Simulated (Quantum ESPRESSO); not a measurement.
# Dipole at the next field: black phosphorene, 1 layer

Method. Quantum ESPRESSO 7.5, vdW-DF-cx, GBRV ultrasoft, PBE files; sawtooth field along the normal with dipole correction, ions clamped, threshold 1e-9 Ry; cell area 15.286 Å².

| field (V/Å) | dipole (e Å a cell) |
| --- | --- |
| 0 | 0.00004 |
| 0.1 | 0.03860 |
| 0.2 | 0.07732 |

**Question.** What is the dipole at 0.3 V/Å, and what electrostatic thickness 4πα/A follows from the rows?

By hand: The slope is (0.07732 − (0.00004))/0.2 = 0.3864 e Å²/V, so 4πα/A = 180.95 × 0.3864/15.286 = 4.57 Å. Linear response gives p = 0.00004 + 0.3864 × (0.3) = 0.11596 e Å; a parabola through the three rows gives 0.11620.

**Check.** p = 0.11601 e Å. The line misses by 0.0 % of the induced dipole and the parabola by 0.2 %. The response is linear over this range.

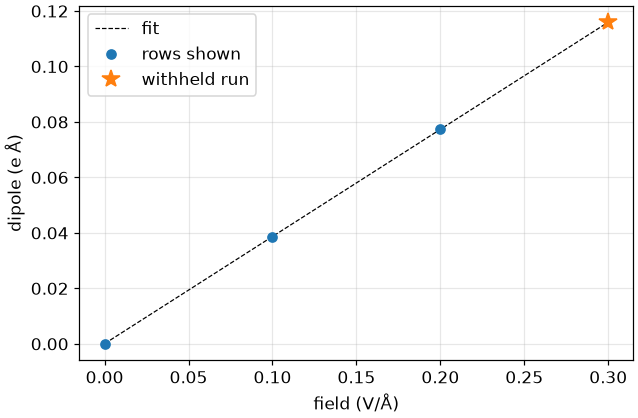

The rows shown, the fit and the withheld run.

Caveats: Electrons alone respond; local and semilocal functionals tend to overscreen.
